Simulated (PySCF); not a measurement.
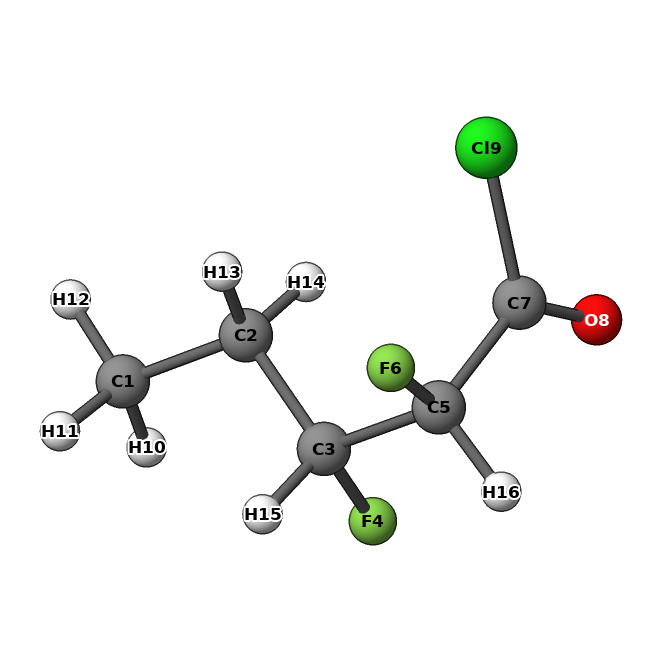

The questions are on isotropic NMR shieldings of the H atoms. The computed structure is the end point of a GFN2-xTB optimisation. No frequency run is at hand to confirm it as a minimum. Level of theory: GIAO PBE0/pcSseg-1 NMR shielding, non-relativistic, gas phase (PySCF 2.14.0).

List the isotropic NMR shieldings of the H atoms.

```csv
atom,σ (ppm)
H10,30.21
H11,30.84
H12,30.39
H13,29.82
H14,30.16
H15,27.00
H16,26.47
```
